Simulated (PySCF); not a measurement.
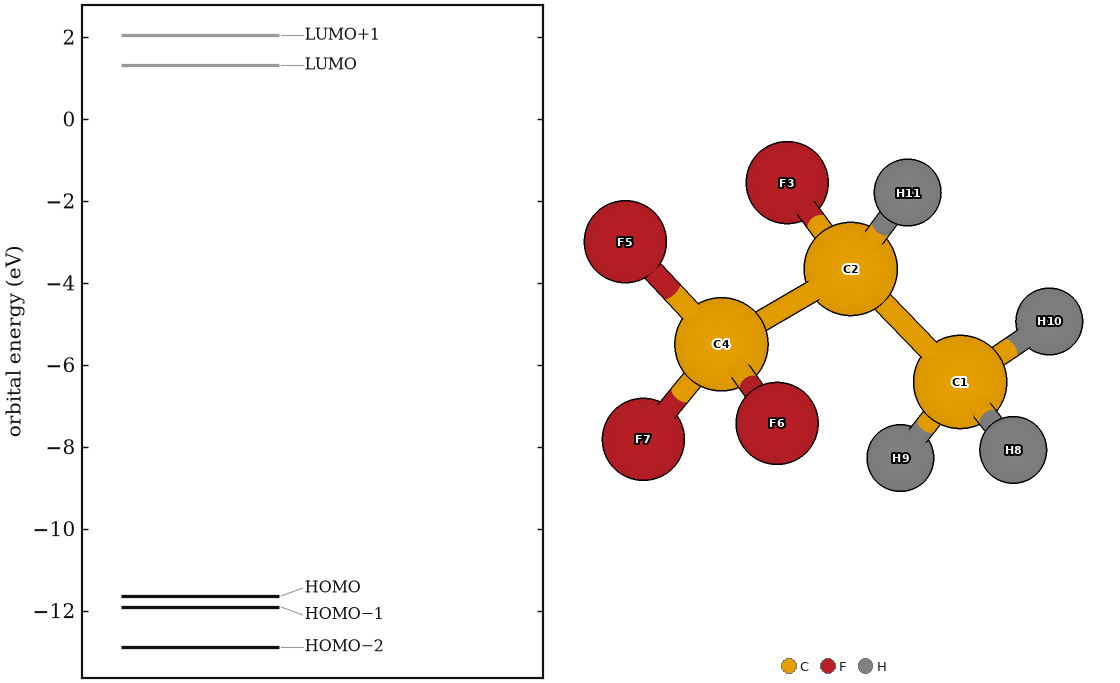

C₃H₄F₄, SMILES C[C@@H](F)C(F)(F)F. Kohn-Sham orbital energies near the frontier, CAM-B3LYP/def2-SVPD (IEF-PCM benzene), PySCF 2.14.0, at a PBE0-D3(BJ)/def2-SVP geometry (no frequency check); empty levels in grey, levels within 0.03 eV side by side.

### Where do the frontier orbitals lie?

HOMO at −11.64 eV, LUMO at 1.31 eV, 12.96 eV apart.

### List the levels with the atoms that carry most of them (a dash for levels above zero or within 0.03 eV of another, where shares mean little).

| orbital | energy (eV) | Löwdin shares |
| --- | --- | --- |
| LUMO+1 | 2.04 | – |
| LUMO | 1.31 | – |
| HOMO | −11.64 | F3 22 %, C2 21 %, C1 11 % |
| HOMO−1 | −11.91 | F3 38 %, C2 21 %, C1 21 % |
| HOMO−2 | −12.89 | C1 41 %, H8 20 %, H9 8 % |

Note: empty levels above zero depend strongly on the basis.
